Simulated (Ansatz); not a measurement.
Input file:

```
crystal:
  periodic: [false, false, false]
  atoms:
    - {symbol: Si, position_ang: [0.773645, 1.353931, 0.564032]}
    - {symbol: H, position_ang: [0.756417, 1.378620, 2.060413]}
    - {symbol: C, position_ang: [2.562873, 1.366433, -0.026033]}
    - {symbol: H, position_ang: [3.121351, 0.513905, 0.393540]}
    - {symbol: H, position_ang: [3.076593, 2.294253, 0.277304]}
    - {symbol: H, position_ang: [2.625433, 1.299560, -1.125416]}
    - {symbol: C, position_ang: [-0.086900, 2.900939, -0.081070]}
    - {symbol: H, position_ang: [-1.121193, 2.961426, 0.294856]}
    - {symbol: H, position_ang: [-0.129476, 2.910220, -1.183379]}
    - {symbol: H, position_ang: [0.445616, 3.813653, 0.235460]}
    - {symbol: N, position_ang: [-0.056418, -0.097442, 0.058301]}
    - {symbol: C, position_ang: [-0.177930, -0.346660, -1.380874]}
    - {symbol: C, position_ang: [0.561282, -1.614397, -1.826294]}
    - {symbol: C, position_ang: [-1.634277, -0.339323, -1.861475]}
    - {symbol: C, position_ang: [-0.644094, -1.086319, 0.968764]}
    - {symbol: C, position_ang: [0.412212, -1.764648, 1.847819]}
    - {symbol: C, position_ang: [-1.782297, -0.497323, 1.809266]}
    - {symbol: H, position_ang: [0.323849, 0.503186, -1.885208]}
    - {symbol: H, position_ang: [0.114401, -2.517945, -1.378906]}
    - {symbol: H, position_ang: [0.518721, -1.734048, -2.921362]}
    - {symbol: H, position_ang: [1.618616, -1.571571, -1.520864]}
    - {symbol: H, position_ang: [-2.208391, -1.168433, -1.415096]}
    - {symbol: H, position_ang: [-2.127848, 0.604744, -1.581829]}
    - {symbol: H, position_ang: [-1.691113, -0.451880, -2.956658]}
    - {symbol: H, position_ang: [-1.088855, -1.875519, 0.335601]}
    - {symbol: H, position_ang: [0.888725, -1.033480, 2.521881]}
    - {symbol: H, position_ang: [1.200516, -2.217464, 1.226240]}
    - {symbol: H, position_ang: [-0.034817, -2.554738, 2.474121]}
    - {symbol: H, position_ang: [-2.261106, -1.270517, 2.433180]}
    - {symbol: H, position_ang: [-1.404800, 0.289525, 2.483325]}
    - {symbol: H, position_ang: [-2.550726, -0.048681, 1.160370]}
basis:
  gaussian: {orbitals: def2-TZVP, initial_orbitals: start.molden}
hamiltonian: {xc: pbe0, dispersion: d4}
scf: {omitted_lower_state_checks: [starts]}
output: {orbitals: {seedname: orbitals}}
```

Command:

```sh
ansatz run in.yaml --threads 4 --pin off --events-out ev --progress --plain --max-ram 6963MiB
```

Geometry: r2SCAN-D4/def2-SVP.

Computed with Ansatz, RKS PBE0-D4/def2-TZVP.

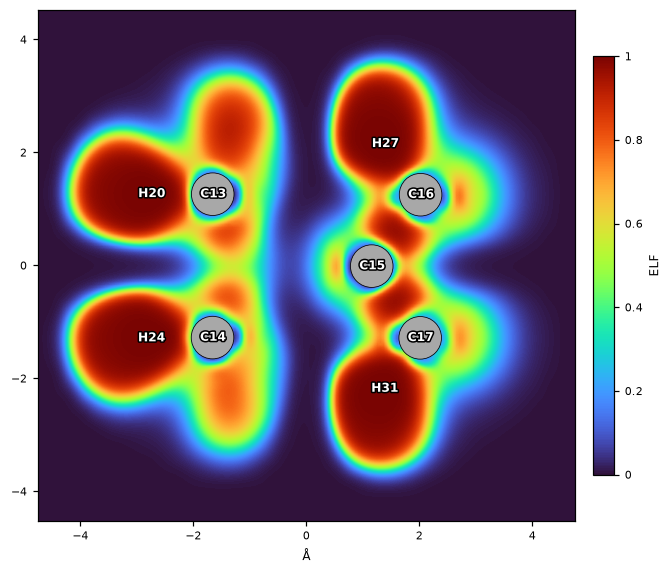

C8H21NSi (SiHMe2(NiPr2)). Electron localisation function on the plane of atoms C15, C17 and H31. Grey discs cover the atomic cores.

Describe what can be read from this map.

Answer.
- Atoms in the plane: C and H.
- C–C (1.53 Å): the ELF peaks at about 0.95 between the atoms; a covalent bond.
- C–H (1.10 Å): the ELF climbs to about 1 towards the hydrogen, as it does in any bond to H (a covalent bond by its length).
